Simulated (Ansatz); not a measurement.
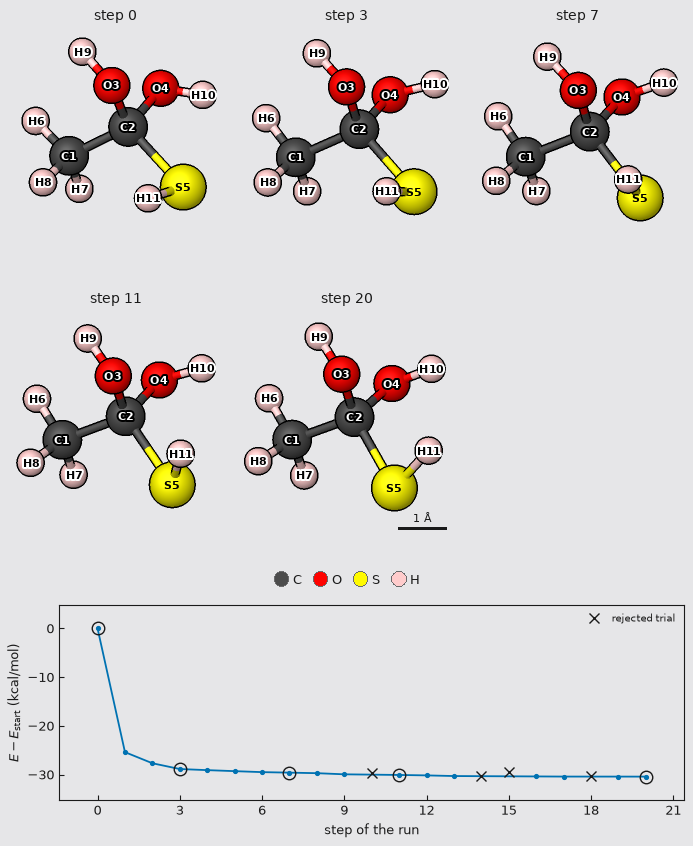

Frames of a relaxation of C2H6O2S, marked on the history of the run. Style: ball-and-stick. Shown at a tilt.

The run prepares the start of a later molecular dynamics calculation, from a guessed geometry.

Theory: RKS PBE/STO-3G (Ansatz 0.2.0).

Input file:
```yaml
crystal:
  periodic: [false, false, false]
  atoms:
    - { symbol: C, position_ang: [-0.9596, 0.414, 0.3906] }
    - { symbol: C, position_ang: [0.3325, -0.0354, -0.1367] }
    - { symbol: O, position_ang: [0.878, -0.9245, 0.7737] }
    - { symbol: O, position_ang: [1.2926, 1.065, -0.2668] }
    - { symbol: S, position_ang: [0.1492, -0.8479, -1.7526] }
    - { symbol: H, position_ang: [-0.8828, 0.9818, 1.3421] }
    - { symbol: H, position_ang: [-1.4358, 1.1912, -0.2962] }
    - { symbol: H, position_ang: [-1.6683, -0.351, 0.5403] }
    - { symbol: H, position_ang: [0.9935, -0.3948, 1.6499] }
    - { symbol: H, position_ang: [1.7621, 0.8081, -1.0089] }
    - { symbol: H, position_ang: [-0.3959, -1.9636, -1.2149] }
basis:
  gaussian: { orbitals: STO-3G }
hamiltonian:
  xc: pbe
relax:
  f_tol: 0.02
  max_steps: 40
output:
  orbitals: {}
```

Run as
```bash
ansatz run input.yaml --threads 1 --pin off --max-ram 2048MiB --backend cpu --events-out ev --progress --plain --runs-dir out
```

> Describe the path.

The energy falls by 30.4 kcal/mol in 16 accepted moves (20 points after the start). The largest force component goes from 6.3 to 0.012 eV/Å. The line search rejected the trial steps at points 10, 14, 15, 18 of the run. The forces were under the threshold at step 17, but the run went on from there. The atom that moves furthest after the best rigid fit is H11 (1.22 Å). By element the largest moves are H 1.22 Å, S 0.58 Å, C 0.27 Å, O 0.26 Å. Near-neighbour distances that change, for instance: O4–H10 0.915 → 1.040 Å, C1–C2 1.466 → 1.577 Å, C2–O3 1.385 → 1.481 Å, C1–H8 1.054 → 1.106 Å. Among the angles between lasting bonds that change: C1–C2–O4 112.3° → 104.3°, H6–C1–H7 101.3° → 108.4°, O4–C2–S5 108.8° → 115.3°. Groups turn about C2–S5 by about 85°, C2–O4 by about 40°. From step 0 to 3: H11 moves most (0.27 Å), energy −28.9 kcal/mol. From step 3 to 7: H11 moves most (0.33 Å), energy −0.74 kcal/mol. From step 7 to 11: H11 moves most (0.36 Å), energy −0.48 kcal/mol. From step 11 to 20: H11 moves most (0.41 Å), energy −0.34 kcal/mol.

```json
{"step": "0", "E − E(0), kcal/mol": "0.00", "largest force component, eV/Å": "6.2595", "note": ""}
{"step": "1", "E − E(0), kcal/mol": "-25.39", "largest force component, eV/Å": "1.2436", "note": ""}
{"step": "2", "E − E(0), kcal/mol": "-27.67", "largest force component, eV/Å": "0.5968", "note": ""}
{"step": "3", "E − E(0), kcal/mol": "-28.86", "largest force component, eV/Å": "0.3586", "note": ""}
{"step": "4", "E − E(0), kcal/mol": "-29.08", "largest force component, eV/Å": "0.4516", "note": ""}
{"step": "5", "E − E(0), kcal/mol": "-29.29", "largest force component, eV/Å": "0.2631", "note": ""}
{"step": "6", "E − E(0), kcal/mol": "-29.49", "largest force component, eV/Å": "0.1388", "note": ""}
{"step": "7", "E − E(0), kcal/mol": "-29.60", "largest force component, eV/Å": "0.1127", "note": ""}
{"step": "8", "E − E(0), kcal/mol": "-29.71", "largest force component, eV/Å": "0.2061", "note": ""}
{"step": "9", "E − E(0), kcal/mol": "-29.94", "largest force component, eV/Å": "0.2385", "note": ""}
{"step": "10", "E − E(0), kcal/mol": "-29.77", "largest force component, eV/Å": "0.7496", "note": "rejected"}
{"step": "11", "E − E(0), kcal/mol": "-30.07", "largest force component, eV/Å": "0.1191", "note": ""}
{"step": "12", "E − E(0), kcal/mol": "-30.16", "largest force component, eV/Å": "0.1190", "note": ""}
{"step": "13", "E − E(0), kcal/mol": "-30.30", "largest force component, eV/Å": "0.1461", "note": ""}
{"step": "14", "E − E(0), kcal/mol": "-30.27", "largest force component, eV/Å": "0.2342", "note": "rejected"}
{"step": "15", "E − E(0), kcal/mol": "-29.48", "largest force component, eV/Å": "0.5289", "note": "rejected"}
{"step": "16", "E − E(0), kcal/mol": "-30.38", "largest force component, eV/Å": "0.0465", "note": ""}
{"step": "17", "E − E(0), kcal/mol": "-30.40", "largest force component, eV/Å": "0.0152", "note": ""}
{"step": "18", "E − E(0), kcal/mol": "-30.35", "largest force component, eV/Å": "0.3203", "note": "rejected"}
{"step": "19", "E − E(0), kcal/mol": "-30.41", "largest force component, eV/Å": "0.0797", "note": ""}
{"step": "20", "E − E(0), kcal/mol": "-30.41", "largest force component, eV/Å": "0.0116", "note": ""}
```

Limits of the set-up: STO-3G is a minimal basis, so the numbers are rough.
